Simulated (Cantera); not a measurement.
Input: 1 mol SiC, 0.26 mol O₂, 11 mol H₂, equilibrated at 0.100 Pa.

Equilibrium computed with Cantera from the NASA thermochemical tables; the gas is ideal and each condensed phase is pure. Candidate condensed phases: C, C₆H₆, C₇H₈, C₈H₁₈, H₂O, Si, SiC, SiO₂; 123 gas species. Mutual solubility and eutectic melting of coexisting phases are not modelled. The numbers say what is thermodynamically allowed, not how fast it happens.

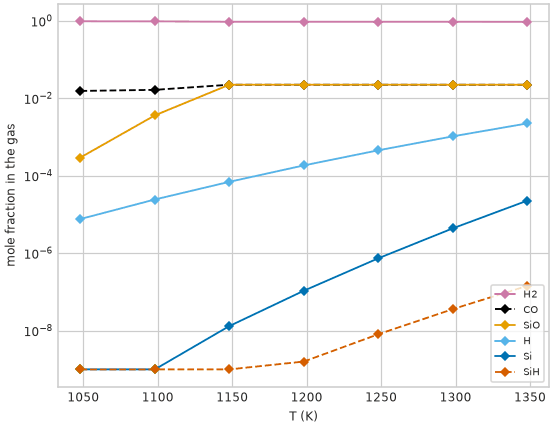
Equilibrium gas composition (values under 1e-9 drawn at 1e-9)

From 1048 K to 1098 K the condensed part is SiC(s) + SiO₂(β-quartz). From 1148 K to 1348 K the condensed part is SiC(s). The main Si-bearing gas is SiO throughout.
